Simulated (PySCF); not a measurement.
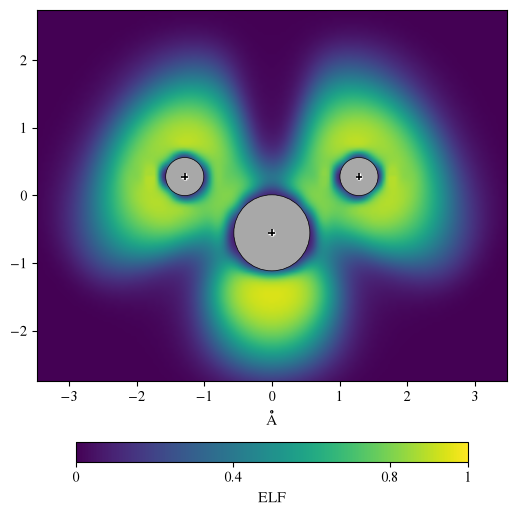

The electron localisation function on a plane through atoms (crosses mark nuclei in the plane; grey discs cover the cores).

Method: DFT single point, gas phase, functional PBE0 (PySCF 2.14.0, density-fitted response routines).

Candidates:
A. C2H3BeN (charge −1, doublet)
B. SO2 (charge −1, doublet)
C. Cl3HSi

### Which system is this?

Candidate B: SO2 on the molecular plane, which holds O and S. S–O (1.53 Å): the ELF peaks at about 0.80 between the atoms, as expected for a polar covalent bond.
